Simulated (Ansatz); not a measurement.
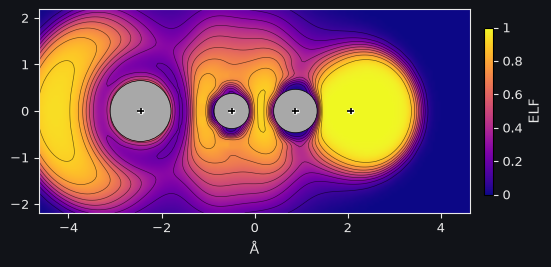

The ELF on a plane through atoms (crosses mark nuclei in the plane; grey discs cover the cores).

Theory: isolated molecule in a Gaussian basis; Kohn-Sham density functional theory, functional PBE0 in Ansatz 0.2.0.

Candidates:
A. GeH₄NS (charge +1)
B. CHBSn
C. GaGeH₄N

> Which candidate gave the map?

Candidate B: CHBSn on a plane that holds the molecular axis, which holds C, B, Sn and H. C–B (1.37 Å): the ELF peaks at about 0.90 between the atoms: a covalent bond. C–Sn (1.96 Å): the ELF peaks at about 0.85 in the valence shell of C, 0.6 Å from its nucleus, and drops to about 0.20 between the two atoms.
